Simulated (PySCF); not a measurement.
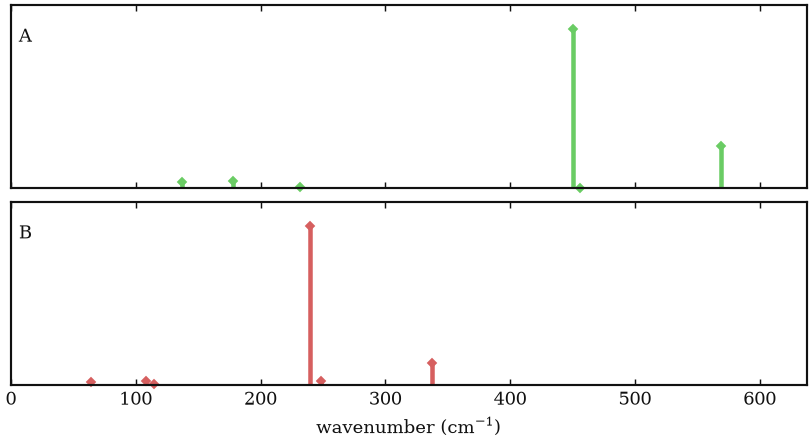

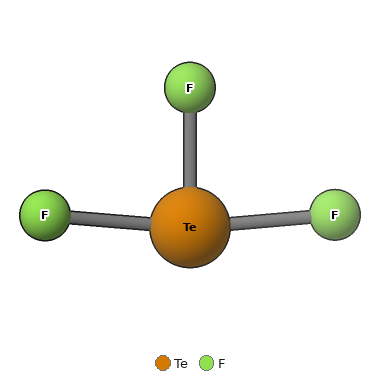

Harmonic infrared lines of TeF₃⁻ and TeCl₃⁻, all C2v singlets, each the lowest point that its search found (TeF₃⁻ is drawn); the ligand atom changes down one group of the periodic table. PBE0/def2-SVPD (core potentials past Kr), PySCF, unscaled, no spin-orbit coupling; each panel is scaled to its strongest line, degenerate modes are one line with their intensities summed, and dots on the axis are modes too weak to show or inactive.

Question: Which panel belongs to which molecule?

Answer: A: TeF₃⁻ (strongest line 450.3 cm⁻¹); B: TeCl₃⁻ (strongest line 239.7 cm⁻¹).

Question: How do the bond length and the stretches change along the series?

Answer: Mean bond length: TeF₃⁻ 2.044, TeCl₃⁻ 2.530 Å, rising down the group. Highest a1 mode: TeF₃⁻ 569, TeCl₃⁻ 338 cm⁻¹, falling down the group.

Limits of at least one run: double-zeta basis on some or all atoms.
